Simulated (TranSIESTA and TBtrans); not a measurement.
Junction: In chain bridged by a linear C6 unit along the axis. Leads: straight In chain, spacing 2.9 Å. Geometry: 8 atoms about the centre moved by SIESTA (PBE, DZP) to a largest force of 0.03 eV/Å, all others as built, motion along the axis alone.

Computed with TranSIESTA and TBtrans, LDA, DZP numerical orbitals (energy shift 0.15 eV), PseudoDojo norm-conserving scalar-relativistic potentials, mesh cutoff 200 Ry, 300 K, no spin polarisation, no spin-orbit coupling; self-consistent non-equilibrium Green functions.

Energies count from the leads' Fermi level. Transmissions are for one spin of a degenerate pair. The energy step is 0.01 eV; narrower resonances are cut or missed.

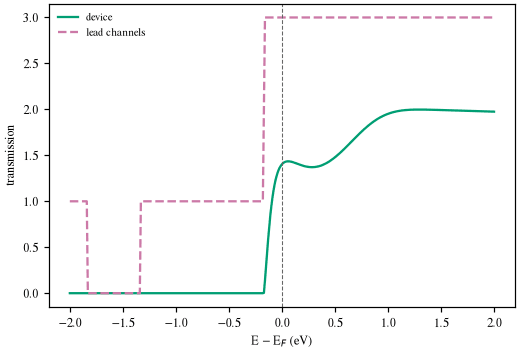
Figure. Transmission against energy

```csv
E (eV),T,lead channels
-2.00,1.6e-5,1
-1.80,0,0
-1.60,0,0
-1.40,0,0
-1.20,6.4e-6,1
-1.00,1.0e-5,1
-0.80,1.2e-5,1
-0.60,1.3e-5,1
-0.40,1.3e-5,1
-0.20,1.6e-5,1
0.00,1.40,3
0.20,1.39,3
0.40,1.40,3
0.60,1.58,3
0.80,1.81,3
1.00,1.95,3
1.20,2.00,3
1.40,2.00,3
1.60,1.99,3
1.80,1.98,3
2.00,1.98,3
```

The straight chain is held at its spacing; free chains may zigzag or dimerise. No spin-polarised start was tried, so a magnetic state, if there is one, is missed.
